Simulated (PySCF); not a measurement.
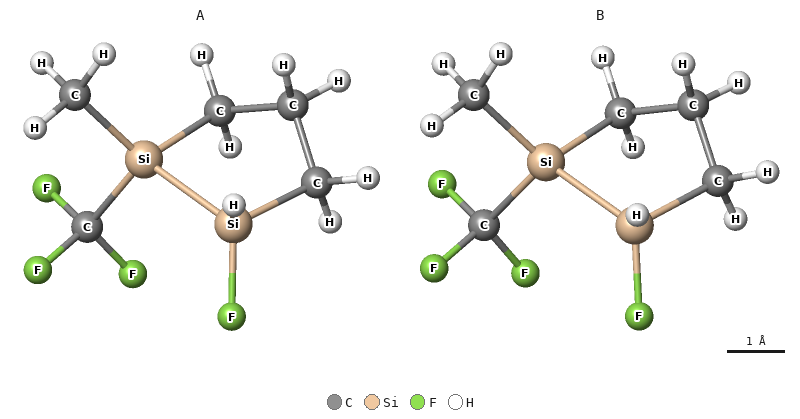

Two geometries of C5H10F4Si2, drawn at one scale. One is the start of a relaxation, the other its converged end. A ball-and-stick model, seen face on.

Computed with PySCF 2.14.0, density-fitted response routines, PBE0-D3(BJ)/def2-SVP geometry optimisation, gas phase. 

Which geometry has the lower energy?

Answer. Structure A is the relaxed one. The start comes from GFN2-xTB. The energy falls by 15.2 kJ/mol in 8 geometry steps. Largest force component: 1.1 eV/Å at the start, 0.02 eV/Å at the end. The largest move after the best rigid fit is that of an H atom, 0.18 Å. Largest moves by element: H 0.18 Å, F 0.15 Å, Si 0.08 Å, C 0.06 Å. Near-neighbour distances that change, for instance: H–Si 1.457 → 1.494 Å, Si–Si 2.314 → 2.344 Å, C–Si 1.901 → 1.872 Å, C–Si 1.961 → 1.933 Å. Bond angles that change, for instance: Si–Si–H 120.9° → 115.8°, C–Si–C 103.0° → 107.8°, F–Si–H 102.6° → 106.8°. The run took about 6 core-minutes on a shared host.
